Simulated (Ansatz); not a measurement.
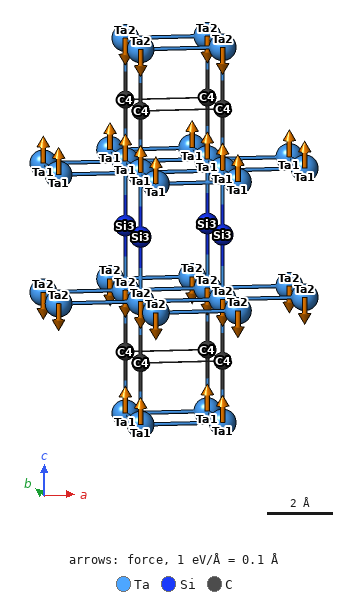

Starting geometry of crystalline Ta2SiC (a generated structure, set up in P4/mmm) (coarse preliminary run) with the computed forces as orange arrows. The picture is a ball-and-stick view of the cell of the calculation, seen slightly off an axis.

Level of theory: DFT PBE, scalar-relativistic, plane waves, PAW in Ansatz. Set-up: plane-wave cutoff 420 eV; k-point mesh 6 × 6 × 2; occupations gaussian; smearing width 0.1 eV; no spin polarisation; cell and atoms relaxed; force threshold 0.04 eV/Å; at most 70 steps.

Q: What follows when this structure is relaxed?

A: It isn't relaxed: the largest force vector, on Ta atoms, is 8.77 eV/Å. The atoms end up moving mostly along the starting forces (cosine between the two patterns 1.00). The energy falls by 5.637 eV per cell of the calculation in 8 accepted moves (10 points after the start). The largest force component goes from 8.8 to 0.0012 eV/Å. Pressure: 72.86 GPa at the start and 0.03 GPa at the end. At 2 points the geometry stayed and the basis and grid were re-selected for the new cell (energy shift of 54.1 meV per cell of the calculation at most each time). The largest moves relative to the cell, 0.27 Å, are those of Ta1 and Ta2. Ta2 goes along −c. Si and C stay in place. The volume changes by +30.8 %, with a = b 2.600 → 2.720 Å (+4.6 %), c 7.932 → 9.480 Å (+19.5 %). Near-neighbour distances that change, for instance: Ta1–Si3 2.028 → 2.695 Å, Ta1–Ta1 2.600 → 2.720 Å, Ta1–C4 1.938 → 2.045 Å. The space group stays P4/mmm (No. 123).

Limits of the set-up: the k-point mesh is coarse for a cell with partly filled bands.
